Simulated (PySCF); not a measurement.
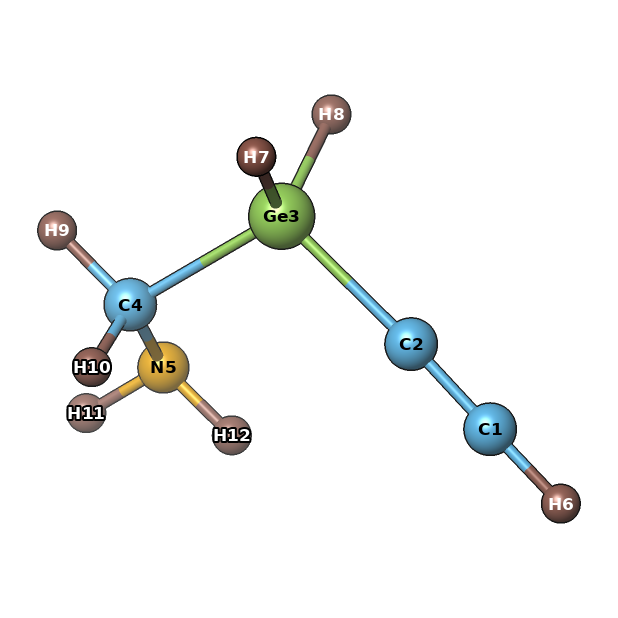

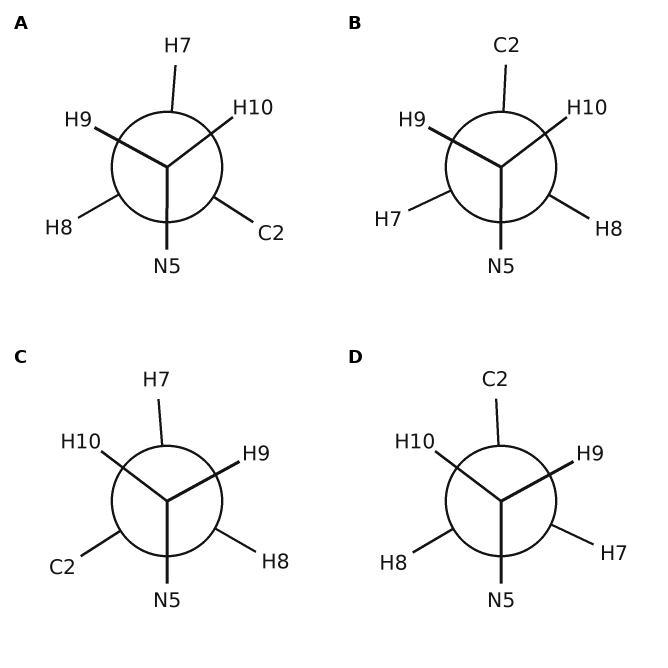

Atoms fade into the background with distance from the viewer. Bonds that would overlap in a projection are set slightly apart. Computed geometry: PBE0-D3(BJ)/def2-SVP optimisation. No frequency run is at hand to confirm it as a minimum.

Which Newman projection shows the view along C4–Ge3, with C4 in front?

A. The torsion angle N5–C4–Ge3–C2 is −57°, synclinal (gauche).
